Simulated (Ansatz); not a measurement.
## CH6FNOSi: geometry relaxation

CH6FNOSi, computed with RKS PBE-D4/def2-SVP (Ansatz 0.2.0).

The geometry: force-field start. Figures and captions count atoms from 1; the log counts them from 0 in places.

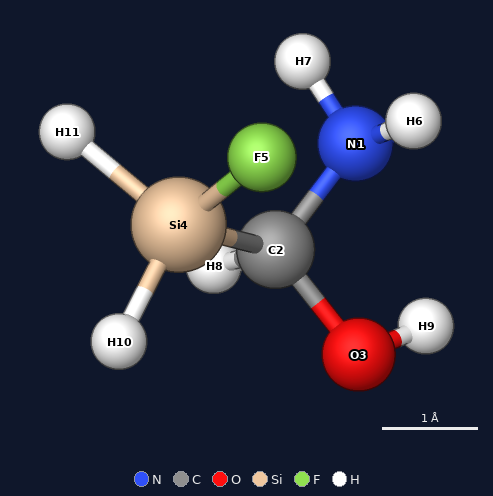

*The structure as given in the input (ball-and-stick view, seen at a tilt; atoms are numbered from 1 in the order of the input).*

## Key numbers

| quantity | value |
| --- | --- |
| outcome | converged |
| total energy | −15247.2581 eV |
| mean-field energy | −15247.0498 eV |
| dispersion energy | −0.2083 eV |
| SCF solution under orbital rotations | stable |
| largest force (length of the vector) at the end | 0.015 eV/Å |
| dipole moment | 2.20 D |
| hardware | 4 threads of Intel Xeon @ 2.80GHz, 23 GiB of memory available, shared host |
| wall time | 9.5 s (CPU time 33 s) |
| peak memory | 0.2 GiB |

## Input
```yaml
crystal:
  periodic: [false, false, false]
  atoms:
    - {symbol: N, position_ang: [-0.263100, 1.372700, -0.279300]}
    - {symbol: C, position_ang: [-0.265800, -0.012200, -0.596500]}
    - {symbol: O, position_ang: [0.580000, -0.115700, -1.718900]}
    - {symbol: Si, position_ang: [0.228100, -1.077500, 0.937000]}
    - {symbol: F, position_ang: [1.337300, -0.356400, 1.727800]}
    - {symbol: H, position_ang: [0.594700, 1.706300, 0.096700]}
    - {symbol: H, position_ang: [-0.961700, 1.592200, 0.456600]}
    - {symbol: H, position_ang: [-1.213000, -0.309700, -0.947900]}
    - {symbol: H, position_ang: [0.503000, 0.753700, -2.117000]}
    - {symbol: H, position_ang: [0.569800, -2.469900, 0.604100]}
    - {symbol: H, position_ang: [-1.043900, -1.140500, 1.858000]}
basis:
  gaussian: {orbitals: def2-SVP}
hamiltonian: {xc: pbe, dispersion: d4}
relax: {f_tol: 0.03, max_steps: 200}
```

Launched with:
```bash
ansatz run in.yaml --threads 4 --pin off --events-out ev --progress --plain --max-ram 10444MiB
```

## What the program printed
```
Functional definition: PBE
  name "PBE"
  cite "Perdew, Burke & Ernzerhof, Phys. Rev. Lett. 77, 3865 (1996) doi:10.1103/PhysRevLett.77.3865"
  parent pbe
  parameter kappa = 0.804
  parameter beta = 0.06672455060314922
  exchange = pbe_x(kappa = kappa, mu = beta*pi^2/3)
  correlation = pbe_c(beta = beta)
1165 factors; their error is unknown
mean field evaluation 1: about -15236.8191 eV, gradient 7.0e1 eV
mean field evaluation 2: about -15207.1107 eV, gradient 1.3e2 eV
mean field evaluation 4: about -15246.4004 eV, gradient 6.6e0 eV
mean field evaluation 8: about -15246.4811 eV, gradient 2.2e-1 eV
mean field evaluation 16: about -15246.4025 eV, gradient 4.1e-4 eV
mean field -15246.40251631 eV, -560.2949580917 hartree, gradient 2.1e-5 eV, S^2 0.000000; 0 other end points of the search recorded, 0 dependent functions left out
the calculation of the forces begins
reference -15246.40255195 eV, -560.2949594013 hartree; 25, 25 occupied and 79, 79 virtual orbitals, 1165 factors
relax step   1: F+E_penalty+E_count = -15246.61113353 eV  Δ(F+E_penalty+E_count) = +0.000e0 eV  max|allowed force component| = 4.115e0 eV/Å  Δτ_max = 0.0000 Å  (28 SCF iters, accepted)
these checks for a lower state are left out or cut short: starts, cluster_reference, orbital_swaps, neighbouring_geometries, increment
1165 factors; their error is unknown
mean field -15246.89753857 eV, -560.3131498242 hartree, gradient 2.1e-5 eV, S^2 0.000000; 0 other end points of the search recorded, 0 dependent functions left out
the calculation of the forces begins
reference -15246.89757449 eV, -560.3131511443 hartree; 25, 25 occupied and 79, 79 virtual orbitals, 1165 factors
relax step   2: F+E_penalty+E_count = -15247.10580423 eV  Δ(F+E_penalty+E_count) = -4.947e-1 eV  max|allowed force component| = 2.225e0 eV/Å  Δτ_max = 0.1446 Å  (28 SCF iters, accepted)
these checks for a lower state are left out or cut short: starts, cluster_reference, orbital_swaps, neighbouring_geometries, increment
1165 factors; their error is unknown
mean field evaluation 32: about -15247.0063 eV, gradient 2.5e-5 eV
mean field -15247.00633216 eV, -560.3171479148 hartree, gradient 2.5e-5 eV, S^2 0.000000; 0 other end points of the search recorded, 0 dependent functions left out
the calculation of the forces begins
reference -15247.00636801 eV, -560.3171492321 hartree; 25, 25 occupied and 79, 79 virtual orbitals, 1165 factors
relax step   3: F+E_penalty+E_count = -15247.21393323 eV  Δ(F+E_penalty+E_count) = -1.081e-1 eV  max|allowed force component| = 9.721e-1 eV/Å  Δτ_max = 0.1903 Å  (28 SCF iters, accepted)
these checks for a lower state are left out or cut short: starts, cluster_reference, orbital_swaps, neighbouring_geometries, increment
1165 factors; their error is unknown
mean field -15247.04030711 eV, -560.3183964711 hartree, gradient 1.9e-5 eV, S^2 0.000000; 0 other end points of the search recorded, 0 dependent functions left out
the calculation of the forces begins
reference -15247.04034298 eV, -560.3183977895 hartree; 25, 25 occupied and 79, 79 virtual orbitals, 1165 factors
relax step   4: F+E_penalty+E_count = -15247.24832849 eV  Δ(F+E_penalty+E_count) = -3.440e-2 eV  max|allowed force component| = 3.436e-1 eV/Å  Δτ_max = 0.0516 Å  (30 SCF iters, accepted)
these checks for a lower state are left out or cut short: starts, cluster_reference, orbital_swaps, neighbouring_geometries, increment
1165 factors; their error is unknown
mean field -15247.04629090 eV, -560.3186163714 hartree, gradient 1.7e-5 eV, S^2 0.000000; 0 other end points of the search recorded, 0 dependent functions left out
the calculation of the forces begins
reference -15247.04632677 eV, -560.3186176898 hartree; 25, 25 occupied and 79, 79 virtual orbitals, 1165 factors
relax step   5: F+E_penalty+E_count = -15247.25455135 eV  Δ(F+E_penalty+E_count) = -6.223e-3 eV  max|allowed force component| = 7.138e-2 eV/Å  Δτ_max = 0.0235 Å  (30 SCF iters, accepted)
these checks for a lower state are left out or cut short: starts, cluster_reference, orbital_swaps, neighbouring_geometries, increment
1165 factors; their error is unknown
mean field -15247.04809674 eV, -560.3186827350 hartree, gradient 1.7e-5 eV, S^2 0.000000; 0 other end points of the search recorded, 0 dependent functions left out
the calculation of the forces begins
reference -15247.04813269 eV, -560.3186840559 hartree; 25, 25 occupied and 79, 79 virtual orbitals, 1165 factors
relax step   6: F+E_penalty+E_count = -15247.25648865 eV  Δ(F+E_penalty+E_count) = -1.937e-3 eV  max|allowed force component| = 5.573e-2 eV/Å  Δτ_max = 0.0233 Å  (29 SCF iters, accepted)
these checks for a lower state are left out or cut short: starts, cluster_reference, orbital_swaps, neighbouring_geometries, increment
1165 factors; their error is unknown
mean field -15247.04922416 eV, -560.3187241666 hartree, gradient 1.8e-5 eV, S^2 0.000000; 0 other end points of the search recorded, 0 dependent functions left out
the calculation of the forces begins
reference -15247.04926023 eV, -560.3187254922 hartree; 25, 25 occupied and 79, 79 virtual orbitals, 1165 factors
relax step   7: F+E_penalty+E_count = -15247.25765466 eV  Δ(F+E_penalty+E_count) = -1.166e-3 eV  max|allowed force component| = 6.253e-2 eV/Å  Δτ_max = 0.0376 Å  (29 SCF iters, accepted)
these checks for a lower state are left out or cut short: starts, cluster_reference, orbital_swaps, neighbouring_geometries, increment
1165 factors; their error is unknown
mean field evaluation 64: about -15247.0495 eV, gradient 2.6e-1 eV
mean field -15247.04962109 eV, -560.3187387535 hartree, gradient 1.8e-5 eV, S^2 0.000000; 0 other end points of the search recorded, 0 dependent functions left out
the calculation of the forces begins
reference -15247.04965720 eV, -560.3187400807 hartree; 25, 25 occupied and 79, 79 virtual orbitals, 1165 factors
relax step   8: F+E_penalty+E_count = -15247.25795206 eV  Δ(F+E_penalty+E_count) = -2.974e-4 eV  max|allowed force component| = 4.066e-2 eV/Å  Δτ_max = 0.0190 Å  (30 SCF iters, accepted)
these checks for a lower state are left out or cut short: starts, cluster_reference, orbital_swaps, neighbouring_geometries, increment
1165 factors; their error is unknown
mean field -15247.04973004 eV, -560.3187427576 hartree, gradient 1.8e-5 eV, S^2 0.000000; 0 other end points of the search recorded, 0 dependent functions left out
the calculation of the forces begins
reference -15247.04976618 eV, -560.3187440856 hartree; 25, 25 occupied and 79, 79 virtual orbitals, 1165 factors
relax step   9: F+E_penalty+E_count = -15247.25803664 eV  Δ(F+E_penalty+E_count) = -8.458e-5 eV  max|allowed force component| = 1.158e-2 eV/Å  Δτ_max = 0.0155 Å  (30 SCF iters, accepted)
1165 factors; their error is unknown
mean field evaluation 96: about -15247.0497 eV, gradient 2.0e-5 eV
```

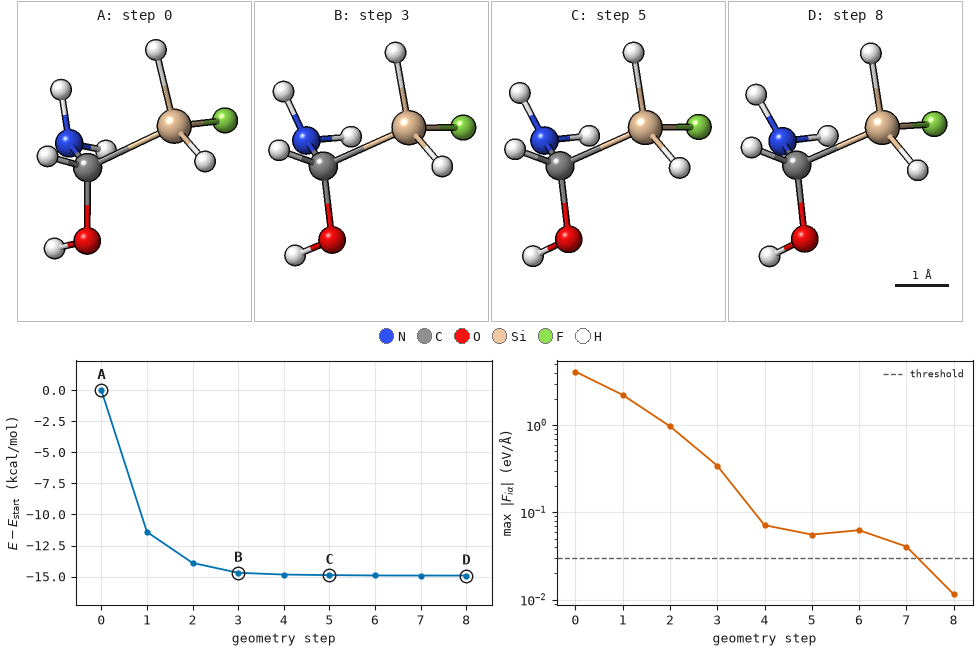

*Frames of the relaxation (ball-and-stick view, seen at an oblique angle) above the curves, on which the letters mark them (the first geometry is step 0 here and step 1 in the log).*

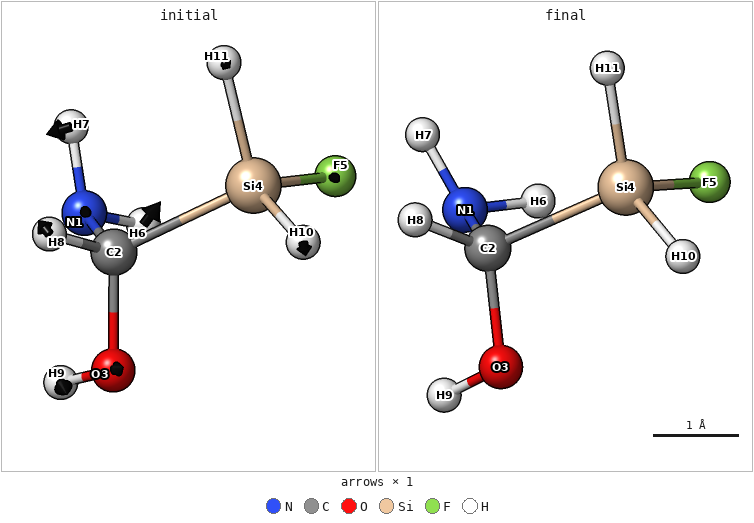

*Before (left) and after (right) the relaxation, at one scale (ball-and-stick view, seen at an oblique angle). The black arrows give the displacements, at true length.*

The energy falls by 14.9 kcal/mol in 8 geometry steps. The largest force component goes from 4.1 to 0.012 eV/Å. H6 moves most after the best rigid fit: 0.35 Å. By element the largest moves are H 0.35 Å, O 0.17 Å, N 0.11 Å, F 0.11 Å, Si 0.08 Å, C 0.07 Å. Among the contacts that change: Si4–F5 1.541 → 1.652 Å, C2–H8 1.053 → 1.122 Å, Si4–H11 1.572 → 1.506 Å, N1–C2 1.421 → 1.457 Å. Among the angles that change: O3–C2–Si4 116.0° → 106.0°, O3–C2–H8 104.7° → 112.0°, N1–C2–O3 104.4° → 110.3°. (Atoms are counted from 1 in the order of the input.)

```
mean field -15247.04973004 eV, -560.3187427576 hartree, gradient 2.5e-5 eV, S^2 0.000000; 1 other end points of the search recorded, 0 dependent functions left out
the calculation of the forces begins
reference -15247.04976618 eV, -560.3187440856 hartree; 25, 25 occupied and 79, 79 virtual orbitals, 1165 factors
Total energy: -15247.25807277 eV, -560.3263992117 hartree
Atom 0 at    -0.219368     1.444172    -0.213527 Å, force     0.003914    -0.003878     0.001452 eV/Å
Atom 1 at    -0.305388     0.035666    -0.577418 Å, force     0.003025     0.002096    -0.003233 eV/Å
Atom 2 at     0.604113    -0.257758    -1.626293 Å, force    -0.001652     0.000189    -0.001413 eV/Å
Atom 3 at     0.183265    -1.104797     0.881395 Å, force     0.000702     0.010045    -0.011576 eV/Å
Atom 4 at     1.385777    -0.283006     1.661151 Å, force    -0.000873    -0.002782     0.002851 eV/Å
Atom 5 at     0.559964     1.620505     0.435632 Å, force    -0.006722     0.001300    -0.002818 eV/Å
Atom 6 at    -1.083773     1.793230     0.214880 Å, force     0.003093    -0.000200     0.000395 eV/Å
Atom 7 at    -1.369973    -0.153230    -0.877858 Å, force     0.000334    -0.000323    -0.000989 eV/Å
Atom 8 at     0.563342     0.523622    -2.217313 Å, force    -0.001787    -0.000118     0.005847 eV/Å
Atom 9 at     0.715776    -2.453019     0.495525 Å, force    -0.006216     0.000745     0.008253 eV/Å
Atom 10 at    -0.968336    -1.222384     1.844425 Å, force     0.006182    -0.007074     0.001232 eV/Å
Dipole moment:    -0.410213     0.203613    -0.006047 e Å
```

## Trajectory as extended XYZ (Å, eV, eV/Å), 9 frames, from step=1 to step=9
```
11
Properties=species:S:1:pos:R:3:forces:R:3 step=1 energy=-15246.61113
N    -0.2631    1.3727   -0.2793   -2.4930   1.3296   0.6821
C    -0.2658   -0.0122   -0.5965    2.2458  -0.1545   0.0680
O     0.5800   -0.1157   -1.7189    1.1987  -1.6232   0.1057
Si    0.2281   -1.0775    0.9370   -4.1151  -1.7267  -1.8794
F     1.3373   -0.3564    1.7278    3.1098   1.8910   2.0306
H     0.5947    1.7063    0.0967    1.6221   0.1495   0.5686
H    -0.9617    1.5922    0.4566    0.0015   0.1074  -0.3940
H    -1.2130   -0.3097   -0.9479   -2.5245  -0.4811  -0.0723
H     0.5030    0.7537   -2.1170   -0.1396   0.8471  -0.5409
H     0.5698   -2.4699    0.6041    0.3954  -0.5104  -0.0493
H    -1.0439   -1.1405    1.8580    0.6990   0.1712  -0.5192
11
Properties=species:S:1:pos:R:3:forces:R:3 step=2 energy=-15247.10580
N    -0.2876    1.4163   -0.2458   -0.6261   0.6666   0.4527
C    -0.2803    0.0121   -0.5868    0.9514  -0.4902  -0.0506
O     0.6322   -0.1836   -1.6641    0.0923   0.0018   0.2636
Si    0.2221   -1.0984    0.9038   -2.2247  -0.7882  -1.1574
F     1.3989   -0.3720    1.6733    1.7847   1.0104   1.0759
H     0.5768    1.6974    0.2324    0.1596  -0.1207   0.0817
H    -1.0654    1.6729    0.3964    0.2710  -0.1385  -0.4227
H    -1.2889   -0.2816   -0.9093   -0.7870   0.0033   0.0138
H     0.5524    0.6608   -2.1523    0.0287   0.0308  -0.2315
H     0.6079   -2.5023    0.5650    0.1227  -0.0942   0.0127
H    -1.0027   -1.0787    1.8078    0.2275  -0.0810  -0.0382
11
Properties=species:S:1:pos:R:3:forces:R:3 step=3 energy=-15247.21393
N    -0.2760    1.4456   -0.2361    0.2137   0.3410   0.9721
C    -0.2790    0.0302   -0.5899    0.0595  -0.1824  -0.1577
O     0.6832   -0.2023   -1.6237   -0.5083   0.5280   0.0114
Si    0.1899   -1.0914    0.8938   -0.0220  -0.2722  -0.2811
F     1.4823   -0.3808    1.6172    0.0816   0.1816   0.1071
H     0.5357    1.6433    0.4102   -0.7736  -0.0478  -0.5696
H    -1.1543    1.7320    0.2571    0.6627  -0.2178  -0.3439
H    -1.3332   -0.2176   -0.9094    0.1903   0.0264  -0.0406
H     0.5682    0.5893   -2.2137    0.1471  -0.4719   0.2843
H     0.5978   -2.4961    0.5387   -0.0409   0.0602  -0.0087
H    -0.9489   -1.1093    1.8763   -0.0099   0.0550   0.0267
11
Properties=species:S:1:pos:R:3:forces:R:3 step=4 energy=-15247.24833
N    -0.2654    1.4436   -0.2265    0.0376   0.0599   0.3436
C    -0.2866    0.0276   -0.5841    0.1229  -0.0706  -0.1251
O     0.6572   -0.2142   -1.6219   -0.1856   0.1940   0.0398
Si    0.1957   -1.1053    0.8821   -0.0654   0.0704   0.0050
F     1.4518   -0.3430    1.6345   -0.0064  -0.0206  -0.0330
H     0.5391    1.6523    0.3946   -0.2195  -0.0511  -0.1774
H    -1.1231    1.7337    0.2710    0.1831  -0.0721  -0.1439
H    -1.3366   -0.2111   -0.9078    0.0326   0.0447   0.0257
H     0.5679    0.5765   -2.2012    0.0695  -0.1503   0.0394
H     0.6203   -2.5014    0.5264    0.0241   0.0404   0.0036
H    -0.9549   -1.1157    1.8533    0.0071  -0.0446   0.0224
11
Properties=species:S:1:pos:R:3:forces:R:3 step=5 energy=-15247.25455
N    -0.2570    1.4417   -0.2191   -0.0014  -0.0313   0.0101
C    -0.2902    0.0288   -0.5857    0.0250  -0.0194  -0.0417
O     0.6461   -0.2239   -1.6225   -0.0709   0.0339   0.0714
Si    0.1876   -1.1014    0.8817    0.0311   0.0288   0.0137
F     1.4413   -0.3282    1.6297   -0.0342  -0.0182  -0.0256
H     0.5361    1.6434    0.4046    0.0476   0.0002   0.0157
H    -1.1138    1.7386    0.2618   -0.0357   0.0071  -0.0289
H    -1.3429   -0.1953   -0.9066    0.0027   0.0232   0.0110
H     0.5774    0.5630   -2.2035    0.0236  -0.0113  -0.0306
H     0.6351   -2.4864    0.5176    0.0138   0.0039   0.0045
H    -0.9544   -1.1374    1.8624   -0.0016  -0.0169   0.0003
11
Properties=species:S:1:pos:R:3:forces:R:3 step=6 energy=-15247.25649
N    -0.2471    1.4420   -0.2148   -0.0119  -0.0468  -0.0320
C    -0.2955    0.0305   -0.5839   -0.0219   0.0347  -0.0049
O     0.6348   -0.2329   -1.6195    0.0062  -0.0244   0.0022
Si    0.1860   -1.1021    0.8798    0.0166   0.0024   0.0241
F     1.4300   -0.3154    1.6292   -0.0168  -0.0063  -0.0079
H     0.5391    1.6349    0.4191    0.0557   0.0094   0.0359
H    -1.1094    1.7538    0.2447   -0.0377   0.0174  -0.0016
H    -1.3517   -0.1796   -0.9017    0.0001   0.0035   0.0096
H     0.5787    0.5499   -2.2064    0.0047   0.0157  -0.0240
H     0.6553   -2.4793    0.5133    0.0063   0.0053  -0.0016
H    -0.9549   -1.1589    1.8608   -0.0014  -0.0109   0.0003
11
Properties=species:S:1:pos:R:3:forces:R:3 step=7 energy=-15247.25765
N    -0.2321    1.4431   -0.2116   -0.0200  -0.0239  -0.0180
C    -0.3023    0.0332   -0.5810   -0.0304   0.0625   0.0308
O     0.6187   -0.2473   -1.6200    0.0317  -0.0326  -0.0355
Si    0.1832   -1.1023    0.8802   -0.0002  -0.0314   0.0032
F     1.4075   -0.2957    1.6401    0.0027   0.0047   0.0118
H     0.5496    1.6258    0.4325   -0.0006   0.0008   0.0096
H    -1.0986    1.7768    0.2257    0.0182   0.0013  -0.0035
H    -1.3632   -0.1625   -0.8907    0.0018  -0.0024  -0.0007
H     0.5757    0.5321   -2.2131   -0.0109   0.0115   0.0061
H     0.6866   -2.4642    0.5013   -0.0013   0.0076   0.0060
H    -0.9597   -1.1960    1.8571    0.0090   0.0019  -0.0097
11
Properties=species:S:1:pos:R:3:forces:R:3 step=8 energy=-15247.25795
N    -0.2248    1.4443   -0.2125   -0.0001  -0.0232  -0.0076
C    -0.3045    0.0352   -0.5793   -0.0138   0.0407   0.0095
O     0.6099   -0.2528   -1.6236    0.0203  -0.0186  -0.0254
Si    0.1839   -1.1036    0.8797   -0.0119  -0.0236   0.0155
F     1.3953   -0.2888    1.6518    0.0060   0.0075   0.0039
H     0.5548    1.6222    0.4357   -0.0050   0.0061   0.0030
H    -1.0907    1.7875    0.2181    0.0089   0.0008   0.0023
H    -1.3677   -0.1551   -0.8841    0.0013  -0.0081   0.0009
H     0.5689    0.5269   -2.2166   -0.0082   0.0059   0.0091
H     0.7031   -2.4596    0.5017   -0.0009   0.0087  -0.0052
H    -0.9629   -1.2133    1.8498    0.0033   0.0038  -0.0060
11
Properties=species:S:1:pos:R:3:forces:R:3 step=9 energy=-15247.25804
N    -0.2194    1.4442   -0.2135    0.0039  -0.0039   0.0015
C    -0.3054    0.0357   -0.5774    0.0030   0.0021  -0.0032
O     0.6041   -0.2578   -1.6263   -0.0017   0.0002  -0.0014
Si    0.1833   -1.1048    0.8814    0.0007   0.0100  -0.0116
F     1.3858   -0.2830    1.6612   -0.0009  -0.0028   0.0029
H     0.5600    1.6205    0.4356   -0.0067   0.0013  -0.0028
H    -1.0838    1.7932    0.2149    0.0031  -0.0002   0.0004
H    -1.3700   -0.1532   -0.8779    0.0003  -0.0003  -0.0010
H     0.5633    0.5236   -2.2173   -0.0018  -0.0001   0.0058
H     0.7158   -2.4530    0.4955   -0.0062   0.0007   0.0083
H    -0.9683   -1.2224    1.8444    0.0062  -0.0071   0.0012
```

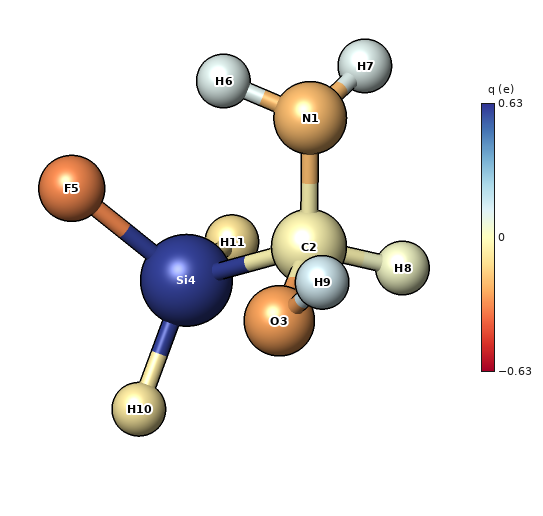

*Mulliken charges, as the colour of each atom (ball-and-stick view, seen at a tilt; atoms are numbered from 1 in the order of the input; Mulliken charges depend strongly on the basis).*

By element: N −0.21, C −0.03, O −0.27, Si +0.60, F −0.32 and H −0.10 to +0.15 e.
